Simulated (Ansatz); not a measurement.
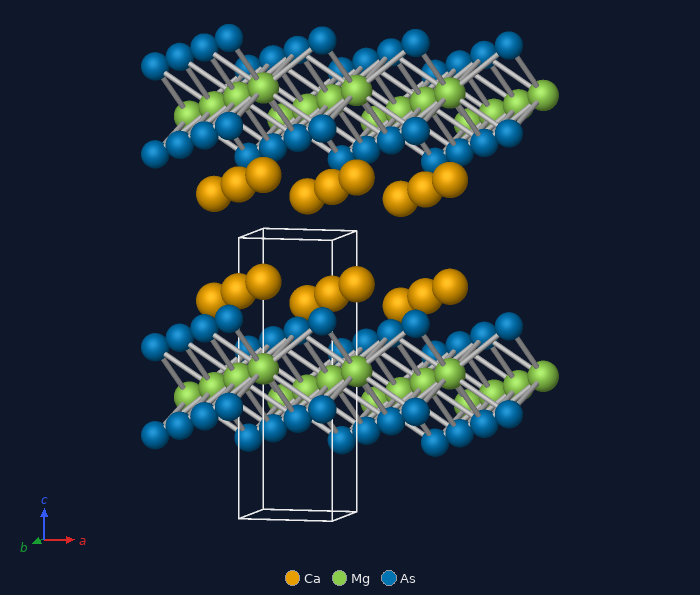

Ca₂MgAs₂ (space group P4/mmm, No. 123): the input geometry of an electronic-structure calculation (not necessarily at equilibrium); the starting structure was generated, so it need not be a known form of this composition.

Bonds are taken as As–Mg below 3.4 Å; Ca is left out of the net, as the electropositive filling of the structure; no other contact counts. Atoms with one bond or none are removed and atoms with two bonds are replaced by edges, until no such atom is left.

What kind of net remains, and which atoms are its nodes?

A binodal (4,8)-connected, two-periodic (layers) net: As is a 4-connected node; Mg is an 8-connected node, in the ratio 2:1.

How do the layers lie?

The layers lie parallel to (001).

Give the first six terms of the coordination sequence (nodes one, two, three … edges away).

As: 4, 17, 12, 32, 20, 48; Mg: 8, 8, 24, 16, 40, 24.

The simplified net, drawn on the atoms' positions. Nodes are coloured by element. One layer is drawn. Edges to nodes outside the piece are drawn as stubs.

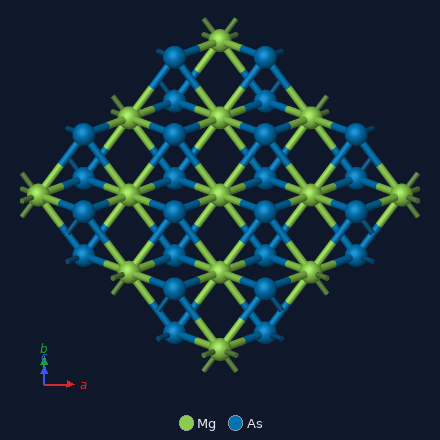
